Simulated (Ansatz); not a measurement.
**C4H6ClF: molecular dynamics**

The plan is to follow the molecule's vibrations and see whether its bonds hold. The start is relaxed first. Runs: 600 steps of 0.5 fs under a Nosé-Hoover thermostat at 500 K. SMILES of the start: CC(F)=C(C)Cl.

All numbers below are computed with Ansatz 0.2.0 (RKS PBE0-D4/STO-3G).

1 further run of the same task is left out (it didn't finish).

### Step 1. Starting point

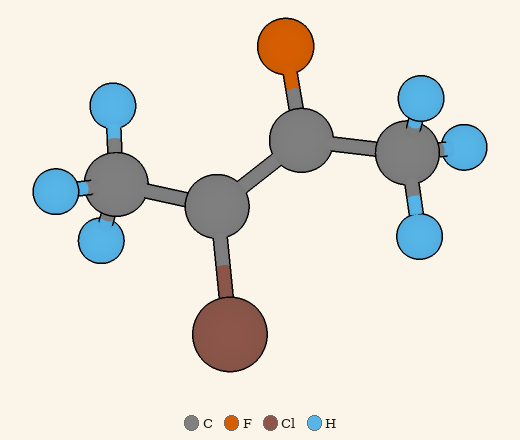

The starting structure, seen from a chosen angle (carbon grey, fluorine orange, chlorine brown, hydrogen blue).

Structure file:

```xyz
12

C    -0.6660   -0.9480    1.6156
C    -0.0980   -0.6080    0.2746
F     0.3022   -1.6802   -0.4430
C     0.1524    0.6153   -0.2865
C     0.7133    0.8090   -1.6409
Cl   -0.4192    2.0861    0.4954
H     0.0359   -1.4262    2.2390
H    -1.5420   -1.5404    1.4573
H    -1.0456    0.0007    2.1884
H     1.6083    1.4422   -1.5074
H     0.0011    1.3117   -2.2834
H     1.0345   -0.1173   -2.0753
```

### Step 2. Relaxing the start

The input, input.yaml:

```yaml
crystal:
  periodic: [false, false, false]
  atoms:
    - { symbol: C, position_ang: [-0.666, -0.948, 1.6156] }
    - { symbol: C, position_ang: [-0.098, -0.608, 0.2746] }
    - { symbol: F, position_ang: [0.3022, -1.6802, -0.443] }
    - { symbol: C, position_ang: [0.1524, 0.6153, -0.2865] }
    - { symbol: C, position_ang: [0.7133, 0.809, -1.6409] }
    - { symbol: Cl, position_ang: [-0.4192, 2.0861, 0.4954] }
    - { symbol: H, position_ang: [0.0359, -1.4262, 2.239] }
    - { symbol: H, position_ang: [-1.542, -1.5404, 1.4573] }
    - { symbol: H, position_ang: [-1.0456, 0.0007, 2.1884] }
    - { symbol: H, position_ang: [1.6083, 1.4422, -1.5074] }
    - { symbol: H, position_ang: [0.0011, 1.3117, -2.2834] }
    - { symbol: H, position_ang: [1.0345, -0.1173, -2.0753] }
basis:
  gaussian: { orbitals: STO-3G }
hamiltonian:
  xc: pbe0
  dispersion: d4
relax:
  f_tol: 0.02
  max_steps: 40
scf:
  lower_state_search: "off"
```

Run with:

```sh
$ ansatz run input.yaml --threads 1 --pin off --max-ram 2048MiB --backend cpu --events-out ev --progress --plain --runs-dir out
```

The program printed, cut to the lines that bear on the results:

```text
Warning: RAYON_NUM_THREADS=1 ignored (pool sized by the plan → 1); use --threads N
[...]
Functional definition: PBE0
[...]
592 factors; integrals over basis functions are off by at most 1.3e-5 eV
[...]
mean field -19247.30621793 eV, -707.3254572162 hartree, gradient 2.1e-6 eV, S^2 0.000000; 0 other end points of the search recorded, 0 dependent functions left out
[...]
reference -19247.30623679 eV, -707.3254579094 hartree; 28, 28 occupied and 12, 12 virtual orbitals, 592 factors
relax step   1: F+E_penalty+E_count = -19247.52467549 eV  Δ(F+E_penalty+E_count) = +0.000e0 eV  max|allowed force component| = 4.048e0 eV/Å  Δτ_max = 0.0000 Å  (13 SCF iters, accepted)
[...]
relax step   6: F+E_penalty+E_count = -19247.90873278 eV  Δ(F+E_penalty+E_count) = -1.800e-5 eV  max|allowed force component| = 3.108e-2 eV/Å  Δτ_max = 0.0147 Å  (19 SCF iters, accepted)
[...]
relax step   7: F+E_penalty+E_count = -19247.90882495 eV  Δ(F+E_penalty+E_count) = -9.217e-5 eV  max|allowed force component| = 1.560e-2 eV/Å  Δτ_max = 0.0094 Å  (12 SCF iters, accepted)
Total energy: -19247.90884399 eV, -707.3476033156 hartree
Atom 0 at    -0.700923    -0.919140     1.626966 Å, force     0.007126     0.002851    -0.000641 eV/Å
Atom 1 at    -0.073487    -0.624442     0.266463 Å, force     0.009178     0.010741    -0.002730 eV/Å
Atom 2 at     0.341014    -1.726813    -0.428575 Å, force    -0.006998     0.007042    -0.008510 eV/Å
Atom 3 at     0.102689     0.597301    -0.290030 Å, force    -0.004482    -0.004781     0.011244 eV/Å
Atom 4 at     0.729340     0.841643    -1.648447 Å, force     0.005197    -0.002118     0.001592 eV/Å
Atom 5 at    -0.420451     2.070442     0.594788 Å, force    -0.003586    -0.015596    -0.008048 eV/Å
Atom 6 at     0.023868    -1.427412     2.279254 Å, force    -0.000831    -0.000855     0.008564 eV/Å
Atom 7 at    -1.575487    -1.574970     1.509100 Å, force    -0.007704    -0.001408     0.003481 eV/Å
Atom 8 at    -1.013422     0.019995     2.097216 Å, force     0.001566     0.001515    -0.002841 eV/Å
Atom 9 at     1.628032     1.470479    -1.563349 Å, force     0.001099    -0.001049    -0.000063 eV/Å
Atom 10 at     0.023872     1.344834    -2.326363 Å, force    -0.001422    -0.000225     0.001679 eV/Å
Atom 11 at     1.011855    -0.127017    -2.083225 Å, force     0.000857     0.003883    -0.003728 eV/Å
Dipole moment:     0.063199    -0.328513    -0.085899 e Å
Checks for a lower state left out: stability, starts, cluster_reference, orbital_swaps, neighbouring_geometries, increment
```

Wall time 14 s (1 thread of Arm Neoverse V2, shared host); peak memory 0.12 GiB.

The steps of the relaxation:

```
step  energy from step 1 (eV)  largest force component (eV/Å)
   1                   0.0000                          4.0478
   2                  -0.3662                          0.6292
   3                  -0.3813                          0.2008
   4                  -0.3838                          0.0639
   5                  -0.3840                          0.0378
   6                  -0.3841                          0.0311
   7                  -0.3841                          0.0156
```

Step 1 is the start.

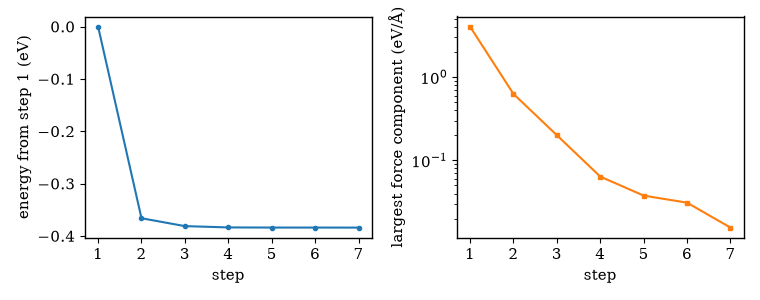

How energy and force went from step to step.

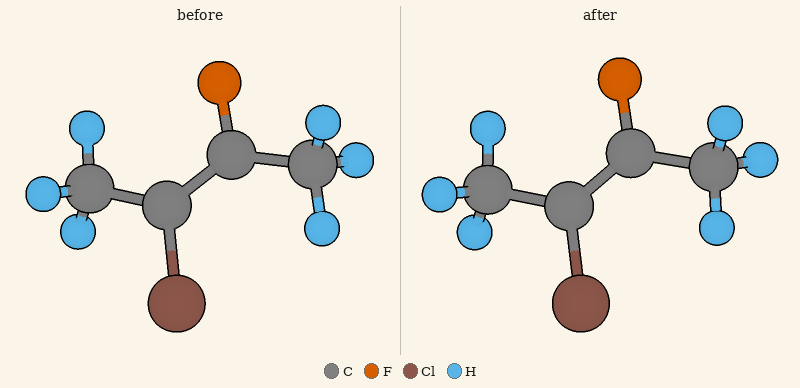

The structure before (left) and after (right), drawn at the same scale.

After: Bond lengths: C1–C2 1.527 Å, C2–F3 1.368 Å, C2–C4 1.354 Å, C4–C5 1.516 Å, C4–Cl6 1.796 Å, C1–H7 1.100 Å, C1–H8 1.099 Å, C1–H9 1.096 Å, C5–H10 1.100 Å, C5–H11 1.100 Å, C5–H12 1.099 Å. Angles (14 of 18 angles, heavy atoms first): C1–C2–F3 114.9°, C1–C2–C4 126.4°, F3–C2–C4 118.6°, C2–C4–C5 124.6°, C2–C4–Cl6 120.0°, C5–C4–Cl6 115.4°, C2–C1–H7 110.3°, C2–C1–H8 110.3°, C2–C1–H9 109.5°, C4–C5–H10 111.1°, C4–C5–H11 111.2°, C4–C5–H12 108.6°, H7–C1–H8 108.2°, H7–C1–H9 109.2°.

### Step 3. The run

600 steps of 0.5 fs under a Nosé-Hoover thermostat at 500 K, from the relaxed start.

The input, input.yaml:

```yaml
crystal:
  periodic: [false, false, false]
  atoms:
    - { symbol: C, position_ang: [-0.700923, -0.91914, 1.626966] }
    - { symbol: C, position_ang: [-0.073487, -0.624442, 0.266463] }
    - { symbol: F, position_ang: [0.341014, -1.726813, -0.428575] }
    - { symbol: C, position_ang: [0.102689, 0.597301, -0.29003] }
    - { symbol: C, position_ang: [0.72934, 0.841643, -1.648447] }
    - { symbol: Cl, position_ang: [-0.420451, 2.070442, 0.594788] }
    - { symbol: H, position_ang: [0.023868, -1.427412, 2.279254] }
    - { symbol: H, position_ang: [-1.575487, -1.57497, 1.5091] }
    - { symbol: H, position_ang: [-1.013422, 0.019995, 2.097216] }
    - { symbol: H, position_ang: [1.628032, 1.470479, -1.563349] }
    - { symbol: H, position_ang: [0.023872, 1.344834, -2.326363] }
    - { symbol: H, position_ang: [1.011855, -0.127017, -2.083225] }
basis:
  gaussian: { orbitals: STO-3G }
hamiltonian:
  xc: pbe0
  dispersion: d4
md:
  timestep: 0.5
  n_steps: 600
  ensemble: nvt_nose_hoover
  temperature: 500.0
  initial_velocities: maxwell_boltzmann
  seed: 486530
  nose_hoover: { tau: 1.0, chain_length: 1 }
scf:
  lower_state_search: "off"
```

Run with:

```sh
$ ansatz run input.yaml --threads 1 --pin off --max-ram 2048MiB --backend cpu --events-out ev --progress --plain --runs-dir out
```

The program printed, cut to the lines that bear on the results:

```text
Warning: RAYON_NUM_THREADS=1 ignored (pool sized by the plan → 1); use --threads N
[...]
[... 1 set-up line as earlier in the session ...]
[...]
589 factors; integrals over basis functions are off by at most 1.4e-5 eV
[...]
mean field -19247.69180435 eV, -707.3396272557 hartree, gradient 1.8e-6 eV, S^2 0.000000; 0 other end points of the search recorded, 0 dependent functions left out
[...]
reference -19247.69182300 eV, -707.3396279412 hartree; 28, 28 occupied and 12, 12 virtual orbitals, 589 factors
md step     0: t =     0.00 fs  T =   500.0 K  F+E_penalty+E_count = -19247.90878732 eV  E_kin = 0.646300 eV  conserved = -19247.26248733 eV  (13 SCF iters)
[...]
md step    17: t =     8.50 fs  T =   660.5 K  F+E_penalty+E_count = -19247.53328959 eV  E_kin = 0.853699 eV  conserved = -19247.26028900 eV  (20 SCF iters, 3 dispersion substeps)
[...]
md step    34: t =    17.00 fs  T =   632.0 K  F+E_penalty+E_count = -19247.11731689 eV  E_kin = 0.816871 eV  conserved = -19247.25972339 eV  (19 SCF iters, 3 dispersion substeps)
[...]
md step    51: t =    25.50 fs  T =   557.0 K  F+E_penalty+E_count = -19247.05234145 eV  E_kin = 0.720015 eV  conserved = -19247.26009637 eV  (20 SCF iters, 3 dispersion substeps)
[...]
md step    68: t =    34.00 fs  T =   757.3 K  F+E_penalty+E_count = -19247.09229493 eV  E_kin = 0.978918 eV  conserved = -19247.25897255 eV  (20 SCF iters, 3 dispersion substeps)
md step    69: t =    34.50 fs  T =   673.9 K  F+E_penalty+E_count = -19247.11771241 eV  E_kin = 0.871043 eV  conserved = -19247.25911994 eV  (20 SCF iters, 3 dispersion substeps)
```

### Step 4. The log goes on: dynamics from the start

The log, continued, cut to the lines that bear on the results:

```text
md step    70: t =    35.00 fs  T =   514.1 K  F+E_penalty+E_count = -19247.14945799 eV  E_kin = 0.664573 eV  conserved = -19247.25949598 eV  (20 SCF iters, 3 dispersion substeps)
[...]
md step    93: t =    46.50 fs  T =   538.7 K  F+E_penalty+E_count = -19247.34973888 eV  E_kin = 0.696294 eV  conserved = -19247.26092979 eV  (20 SCF iters, 3 dispersion substeps)
[...]
md step   116: t =    58.00 fs  T =   357.4 K  F+E_penalty+E_count = -19247.39763842 eV  E_kin = 0.461964 eV  conserved = -19247.26182037 eV  (20 SCF iters, 3 dispersion substeps)
[...]
md step   139: t =    69.50 fs  T =   394.1 K  F+E_penalty+E_count = -19247.33817333 eV  E_kin = 0.509478 eV  conserved = -19247.26089979 eV  (19 SCF iters, 3 dispersion substeps)
[...]
md step   160: t =    80.00 fs  T =   552.1 K  F+E_penalty+E_count = -19247.37101259 eV  E_kin = 0.713694 eV  conserved = -19247.26137279 eV  (20 SCF iters, 3 dispersion substeps)
md step   161: t =    80.50 fs  T =   629.4 K  F+E_penalty+E_count = -19247.37978420 eV  E_kin = 0.813584 eV  conserved = -19247.26096728 eV  (20 SCF iters, 3 dispersion substeps)
```

### Step 5. The log goes on: dynamics from the start

Output, continued, cut to the lines that bear on the results:

```text
md step   162: t =    81.00 fs  T =   624.3 K  F+E_penalty+E_count = -19247.37433568 eV  E_kin = 0.806928 eV  conserved = -19247.26009844 eV  (20 SCF iters, 3 dispersion substeps)
[...]
md step   181: t =    90.50 fs  T =   375.5 K  F+E_penalty+E_count = -19247.39002840 eV  E_kin = 0.485344 eV  conserved = -19247.26117182 eV  (19 SCF iters, 3 dispersion substeps)
[...]
md step   200: t =   100.00 fs  T =   379.3 K  F+E_penalty+E_count = -19247.39563766 eV  E_kin = 0.490259 eV  conserved = -19247.26087289 eV  (20 SCF iters, 3 dispersion substeps)
[...]
md step   219: t =   109.50 fs  T =   594.2 K  F+E_penalty+E_count = -19247.52641680 eV  E_kin = 0.768090 eV  conserved = -19247.26071470 eV  (19 SCF iters, 3 dispersion substeps)
[...]
Atom 4 at     0.680527     0.663840    -1.444228 Å, force     0.302774     1.836905    -4.228824 eV/Å
Atom 5 at    -0.253818     2.178258     0.574397 Å, force    -0.389106     0.639100     1.189430 eV/Å
Atom 6 at    -1.943188    -1.239083     1.216495 Å, force     0.472792    -0.775140     1.041406 eV/Å
Atom 7 at    -0.796028    -0.375809     2.370564 Å, force    -0.172026    -0.806473    -0.944424 eV/Å
Atom 8 at    -0.318318    -2.091246     1.862490 Å, force    -1.541537     1.008010    -0.304626 eV/Å
Atom 9 at     1.709551     1.042054    -1.636156 Å, force    -0.435285    -0.151290     0.554556 eV/Å
Atom 10 at    -0.020771     1.319027    -2.050355 Å, force     0.955806    -0.670819     0.427323 eV/Å
Atom 11 at     0.590230    -0.362012    -1.828210 Å, force     0.311505     0.218639    -0.180553 eV/Å
Dipole moment:    -0.046768    -0.395129    -0.000718 e Å
Checks for a lower state left out: stability, starts, cluster_reference, orbital_swaps, neighbouring_geometries, increment
```

It took 18 min on 1 thread of Arm Neoverse V2, shared host; peak memory 0.09 GiB.

### Step 6. What the atoms did

The trajectory, every 31 steps (energies from step 0):

```
time (fs)  T (K)  potential energy change (meV/atom)  conserved energy change (meV/atom)
      0.0    500                                 0.0                                0.00
     15.5    349                                57.0                                0.16
     31.0    387                                68.6                                0.14
     46.5    539                                46.6                                0.13
     62.0    410                                47.6                                0.15
     77.5    482                                56.1                                0.27
     93.0    693                                45.6                                0.24
    108.5    559                                34.9                                0.22
    124.0    517                                55.7                                0.37
    139.5    690                                85.7                                0.37
    155.0    522                                45.7                                0.20
    170.5    499                                56.7                                0.40
    186.0    706                                51.1                                0.28
    201.5    608                                65.7                                0.35
    217.0    437                                56.6                                0.28
    232.5    583                                39.6                                0.26
    248.0    632                                47.4                                0.23
    263.5    444                                77.2                                0.38
    279.0    597                                73.2                                0.36
    294.5    668                                70.5                                0.29
    300.0    530                                73.2                                0.31
```

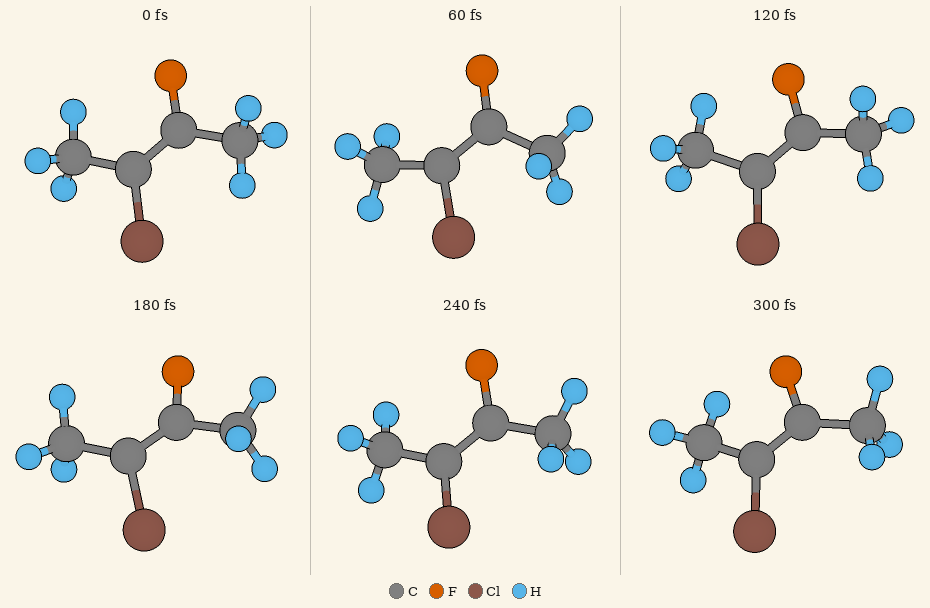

The system at six times, viewed from a chosen angle. Sticks join atoms within a bonding distance in each frame.

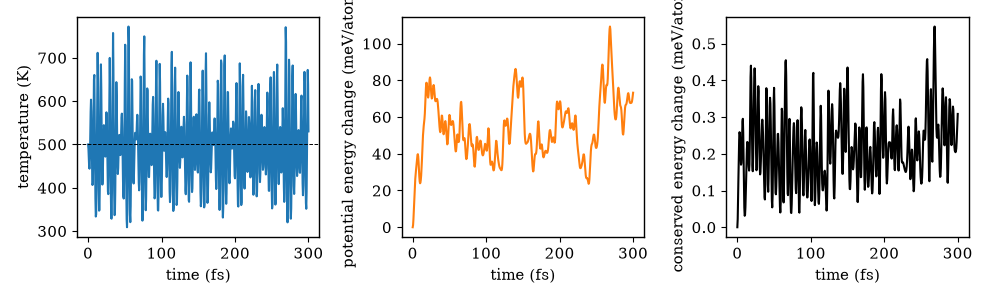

Time series of the run, each on its own scale. The dashed line is the set temperature.

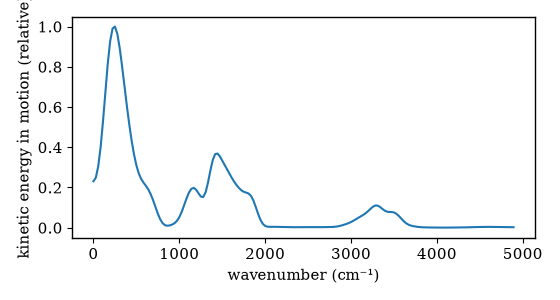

Power spectrum of the mass-weighted velocities; a run of 300 fs resolves no finer than about 220 cm⁻¹.

Maxima of the velocity power spectrum (cm⁻¹, relative height; resolution about 220 cm⁻¹): 250 (100), 1450 (37).

### Step 7. Positions and forces

Positions (Å) and forces (eV/Å):

```xyz
12
time_fs=37.5 T=484 dE=0.6207
C    -0.767   -0.770    1.572    1.263   -0.493   -1.233
C    -0.158   -0.641    0.153   -0.465    1.556    0.592
F     0.398   -1.798   -0.219    0.345   -1.115   -1.367
C    -0.027    0.559   -0.486    0.903    1.021    1.064
C     0.722    1.063   -1.728   -0.692   -1.267    0.453
Cl   -0.355    1.966    0.645   -0.372   -0.011   -0.469
H     0.136   -0.679    2.193   -0.603    0.345    0.832
H    -1.129   -1.794    1.657   -0.370   -0.307    0.233
H    -1.548   -0.039    1.749   -0.066    0.296    0.391
H     1.776    1.309   -1.565    0.171    0.081    0.474
H     0.222    1.946   -2.137   -0.144   -0.024   -0.174
H     0.693    0.229   -2.426    0.030   -0.082   -0.795
12
time_fs=75.0 T=416 dE=0.5328
C    -0.854   -0.780    1.556    0.360    0.414    1.585
C     0.056   -0.626    0.341    0.072    0.149   -2.824
F     0.328   -1.762   -0.446   -0.128    1.394    1.406
C     0.252    0.609   -0.270   -0.611   -2.428    0.898
C     0.637    0.855   -1.723    0.954    1.228    0.634
Cl   -0.392    2.012    0.636    0.184    0.550   -0.012
H    -0.563    0.019    2.315   -0.684   -1.056   -1.025
H    -0.846   -1.764    2.084    0.365    0.467   -0.707
H    -1.883   -0.604    1.186    0.128    0.113    0.458
H     1.731    1.058   -1.824   -0.570   -0.095    0.031
H     0.103    1.793   -1.997    0.246   -0.732   -0.464
H     0.398    0.002   -2.370   -0.317   -0.005    0.019
12
time_fs=112.5 T=450 dE=0.5014
C    -0.698   -1.064    1.623    0.055    0.971    0.304
C    -0.191   -0.633    0.239    0.518    3.761    1.529
F     0.254   -1.637   -0.507    0.322   -2.186   -1.048
C     0.109    0.629   -0.253   -0.908   -1.156    0.319
C     0.784    0.674   -1.627    0.603    1.195    0.003
Cl   -0.367    2.160    0.622    0.358   -1.002   -0.594
H    -0.974   -0.324    2.391    0.014    0.723   -0.968
H     0.034   -1.656    2.139    1.096   -0.864    0.085
H    -1.544   -1.690    1.482   -1.446   -1.060   -0.169
H     1.821    1.054   -1.538   -0.309    0.177    0.016
H     0.271    1.277   -2.405   -0.028   -0.154    0.543
H     0.886   -0.349   -1.988   -0.277   -0.405   -0.020
12
time_fs=150.0 T=477 dE=0.9573
C    -0.610   -1.050    1.672   -1.347    1.533    0.814
C    -0.213   -0.689    0.289    0.984    1.778   -4.068
F     0.123   -1.746   -0.566   -0.231    0.955    1.030
C    -0.023    0.580   -0.261    0.355   -2.788    1.472
C     0.850    0.928   -1.413   -1.042   -0.304   -1.335
Cl   -0.311    2.119    0.533   -1.157    0.882    1.780
H    -1.497   -0.365    1.957    1.767   -1.168    0.048
H     0.342   -0.795    2.236   -1.607   -0.949    0.462
H    -0.971   -2.100    1.656    0.634    0.326    0.701
H     1.446    1.771   -1.121    0.760    0.663   -0.028
H     0.231    1.212   -2.265   -0.044    0.335   -0.511
H     1.466    0.119   -1.724    0.929   -1.262   -0.363
12
time_fs=187.5 T=393 dE=0.6248
C    -0.687   -0.824    1.567   -0.117   -1.077   -1.065
C    -0.012   -0.599    0.187   -0.862    4.320    2.846
F     0.033   -1.712   -0.475    1.151   -3.000   -2.709
C     0.297    0.668   -0.286   -0.403   -3.001    0.276
C     0.886    0.825   -1.678   -1.614    0.990   -0.854
Cl   -0.406    1.999    0.690    0.596    0.387   -0.335
H    -1.740   -0.592    1.413   -0.475    0.616    0.497
H    -0.218   -0.210    2.334   -0.140    0.019    0.414
H    -0.694   -1.918    1.795    0.568    0.821    0.103
H     1.687    1.581   -1.714   -0.007   -0.195   -0.081
H     0.046    1.150   -2.377    1.233   -0.219    0.609
H     1.240   -0.160   -2.039    0.070    0.339    0.297
12
time_fs=225.0 T=384 dE=0.5016
C    -0.911   -0.747    1.570    0.660   -1.888    1.419
C    -0.194   -0.657    0.236    2.033    1.670   -2.208
F     0.329   -1.707   -0.515   -1.203   -0.062    1.218
C     0.155    0.567   -0.315   -1.377   -0.458    0.778
C     0.720    0.849   -1.718   -1.032    0.216    0.547
Cl   -0.293    2.001    0.707    0.181    0.185   -0.617
H    -1.991   -0.702    1.491   -0.652    0.176   -0.355
H    -0.585    0.043    2.240    0.078    0.811   -0.207
H    -0.685   -1.649    2.181    0.013   -0.088   -0.937
H     1.738    1.226   -1.594    0.322    0.186   -0.438
H     0.091    1.581   -2.312    0.706   -0.672    0.909
H     0.715   -0.108   -2.253    0.271   -0.076   -0.108
12
time_fs=262.5 T=464 dE=0.8692
C    -0.947   -1.233    1.516    2.564    0.319    0.131
C    -0.129   -0.631    0.319   -0.758   -0.223   -1.282
F     0.299   -1.776   -0.376   -0.088    1.774   -0.097
C    -0.055    0.619   -0.314    0.914   -1.226    0.933
C     0.670    0.906   -1.650   -2.181    1.174    0.703
Cl   -0.198    2.203    0.608   -0.483   -1.098   -0.133
H    -1.996   -1.274    1.279   -0.926   -0.167   -0.142
H    -0.778   -0.778    2.493   -0.181    0.817    0.061
H    -0.487   -2.238    1.631   -0.812    0.129   -0.238
H     1.677    1.156   -1.443    1.918    0.381    0.235
H     0.211    1.795   -2.138    0.142   -0.430    0.418
H     0.633    0.121   -2.370   -0.109   -1.449   -0.588
12
time_fs=300.0 T=530 dE=0.8786
C    -0.880   -1.147    1.549    0.859    0.404   -0.165
C    -0.183   -0.637    0.275    0.538    0.253    1.359
F     0.247   -1.601   -0.605   -0.512   -0.830    0.691
C     0.171    0.617   -0.087   -0.390   -1.125    0.561
C     0.680    0.664   -1.444    0.303    1.837   -4.229
Cl   -0.254    2.178    0.574   -0.389    0.639    1.189
H    -1.943   -1.239    1.216    0.473   -0.775    1.041
H    -0.796   -0.376    2.371   -0.172   -0.806   -0.944
H    -0.318   -2.091    1.863   -1.542    1.008   -0.305
H     1.710    1.042   -1.636   -0.435   -0.151    0.555
H    -0.021    1.319   -2.050    0.956   -0.671    0.427
H     0.590   -0.362   -1.828    0.311    0.219   -0.181
```

### Step 8. Results

```
                              quantity                          value
               relaxation of the start        6 moves, 0.384 eV lower
                                length            600 steps of 0.5 fs
      temperature, first and last step                  500 and 530 K
              temperature, second half  mean 501 K, from 320 to 771 K
         potential energy, second half    +56 meV/atom from the start
largest change of the conserved energy                  0.55 meV/atom
                bonds formed or broken                              0
```

Against a set 500 K the second half averages 501 K with a spread of 94 K. A thermostat time of 1 fs is as short as the fastest vibrations or shorter, so the thermostat can drive swings of its own. The conserved energy strays from its start by at most 0.55 meV/atom, 1.0 % of the mean kinetic energy, which is good for a step of 0.5 fs. No bond forms or breaks. Averages from a run of 300 fs with 12 atoms are rough. The nuclei move classically, without zero-point motion, which matters most for hydrogen. The basis is very small, so the numbers are rough.
